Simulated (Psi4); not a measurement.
**SiO (SMILES O=[Si]) at wB97M-V/cc-pVDZ (density fitting with def2-universal-jkfit, sweep point 3)**

Aim: the vertical singlet–triplet gap of SiO at wB97M-V/cc-pVDZ (density fitting with def2-universal-jkfit, sweep point 3), from 2 runs. 

Program for the calculation: Psi4 1.11.

2 further runs of the same task are left out: 2 set aside as unsound or not needed.

## (1) The molecule

SiO has 2 atoms, charge 0, and is taken as a singlet. SMILES: `O=[Si]`. Geometry: relaxed at PBE0-D4/def2-TZVP.

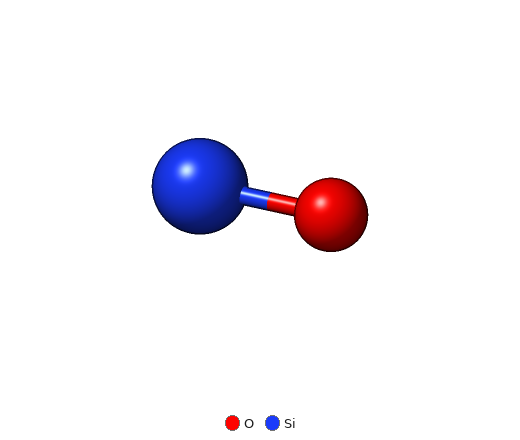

The structure, seen from a chosen angle (oxygen red, silicon blue).

## (2) The energy at wB97M-V/cc-pVDZ (density fitting with def2-universal-jkfit, sweep point 3)

osi.in reads:

```
memory 1.6 GB

molecule m {
  O     -0.640700     0.231500    -0.324000
  Si     0.640700    -0.231500     0.324000
  units angstrom
  symmetry c1
}

set basis cc-pVDZ
set reference rks
set puream true
set scf_type df
set dft_radial_points 99
set dft_spherical_points 590
set df_basis_scf def2-universal-jkfit

energy("wb97m-v")
```

Started as:

```console
$ psi4 -n 1 osi.in osi.out
```

osi.out:

```text
[...]
  Running in c1 symmetry.
[...]
  Nuclear repulsion =   39.283332351226669
[...]
  Multiplicity = 1
[...]
  Nalpha       = 11
  Nbeta        = 11
[...]
    Number of basis functions: 32
[...]
   @DF-RKS iter   1:  -364.47734639094131   -5.78003e-01   2.16911e-02 ADIIS/DIIS
[...]
   @DF-RKS iter   8:  -364.68644207174287   -1.19053e-08   9.80443e-07 DIIS
[...]
    Orbital Energies [Eh]
    ---------------------
    Doubly Occupied:
       1A    -66.448978     2A    -19.327943     3A     -5.477768
       4A     -3.791922     5A     -3.791922     6A     -3.788005
       7A     -1.067515     8A     -0.539216     9A     -0.428354
      10A     -0.428354    11A     -0.397994
[...]
  @DF-RKS Final Energy:  -364.68644207174287
   => Energetics <=
    Nuclear Repulsion Energy =             39.2833323512266688
    One-Electron Energy =                -583.0043492468223576
    Two-Electron Energy =                 201.2095310445967016
    DFT Exchange-Correlation Energy =     -22.2680324842004040
    Empirical Dispersion Energy =           0.0000000000000000
    VV10 Nonlocal Energy =                  0.0930762634564720
    Total Energy =                       -364.6864420717428743
[...]
 Multipole Moments:
 ------------------------------------------------------------------------------------
     Multipole            Electronic (a.u.)      Nuclear  (a.u.)        Total (a.u.)
 ------------------------------------------------------------------------------------
 L = 1.  Multiply by 2.5417464519 to convert [e a0] to [Debye]
 Dipole X            :          0.0000000            0.0000000            0.0000000
 Dipole Y            :          0.0000000            0.0000000            0.0000000
 Dipole Z            :          1.1090676            0.0073522            1.1164198
 Magnitude           :                                                    1.1164198
[...]
```

Run time: 14 s. Hardware: 1 thread of Intel Xeon Platinum 8375C at 2.90GHz (Ice Lake), shared host; peak memory 0.49 GiB.

## (3) The triplet at the same level

input.inp reads:

```
memory 1600 mb

molecule geom {
  0 3
  O     -0.640700     0.231500    -0.324000
  Si     0.640700    -0.231500     0.324000
  symmetry c1
}

set basis cc-pVDZ
set reference uks
set puream true
set scf_type df
set dft_radial_points 99
set dft_spherical_points 590
set df_basis_scf def2-universal-jkfit
set maxiter 150

E, wfn = energy('wb97m-v', return_wfn=True)
```

Started as:

```console
$ psi4 -i input.inp -o input.out -n 1
```

input.out:

```text
[...]
  Running in c1 symmetry.
[...]
  Nuclear repulsion =   39.283332351226669
[...]
  Multiplicity = 3
[...]
  Nalpha       = 12
  Nbeta        = 10
[...]
    Number of basis functions: 32
[...]
   @DF-UKS iter   1:  -364.27804642809127   -3.78703e-01   2.20820e-02 DIIS/ADIIS
[...]
   @DF-UKS iter  11:  -364.51882030507346   -3.66954e-08   5.73675e-07 DIIS
[...]
   @S^2 Observed:                2.006208681E+00
[...]
    Orbital Energies [Eh]
    ---------------------
    Alpha Occupied:
       1A    -66.481300     2A    -19.367643     3A     -5.507017
       4A     -3.824223     5A     -3.821329     6A     -3.819195
       7A     -1.114287     8A     -0.593210     9A     -0.475248
      10A     -0.463304    11A     -0.455103    12A     -0.227494
    Alpha Virtual:
      13A     -0.007631    14A      0.112647    15A      0.296242
      16A      0.364434    17A      0.368344    18A      0.413598
      19A      0.417570    20A      0.430591    21A      0.511877
      22A      0.518217    23A      0.800241    24A      1.124739
      25A      1.127020    26A      1.136553    27A      1.800871
[...]
  @DF-UKS Final Energy:  -364.51882030507346
   => Energetics <=
    Nuclear Repulsion Energy =             39.2833323512266688
    One-Electron Energy =                -582.2856133568927817
    Two-Electron Energy =                 200.6403598126679526
    DFT Exchange-Correlation Energy =     -22.2499061274580221
    Empirical Dispersion Energy =           0.0000000000000000
    VV10 Nonlocal Energy =                  0.0930070153826755
    Total Energy =                       -364.5188203050734614
[...]
 Multipole Moments:
 ------------------------------------------------------------------------------------
     Multipole            Electronic (a.u.)      Nuclear  (a.u.)        Total (a.u.)
 ------------------------------------------------------------------------------------
 L = 1.  Multiply by 2.5417464519 to convert [e a0] to [Debye]
 Dipole X            :          0.0000000            0.0000000            0.0000000
 Dipole Y            :          0.0000000            0.0000000            0.0000000
 Dipole Z            :          1.0034186            0.0073522            1.0107708
 Magnitude           :                                                    1.0107708
[...]
```

It took 19 s on 1 thread of Intel Xeon Platinum 8375C at 2.90GHz (Ice Lake), shared host; peak memory 0.49 GiB.

## (4) Results

At wB97M-V/cc-pVDZ (density fitting with def2-universal-jkfit, sweep point 3):

| quantity | value |
| --- | --- |
| singlet: total energy | -364.68644 Eh |
| singlet: dipole moment | 2.84 D |
| singlet: HOMO energy | -10.83 eV |
| singlet: LUMO energy | 0.51 eV |
| singlet: HOMO–LUMO gap | 11.34 eV |
| triplet: total energy | -364.51882 Eh |
| triplet: dipole moment | 2.57 D |
| triplet: HOMO energy (highest over α and β) | -6.19 eV |
| triplet: LUMO energy (lowest over α and β) | -3.87 eV |
| triplet: ⟨S²⟩ | 2.006 |
| vertical energy of the triplet above the singlet | 4.561 eV |

**Reading.** At this shape the triplet lies 4.56 eV (440 kJ/mol) above the singlet.
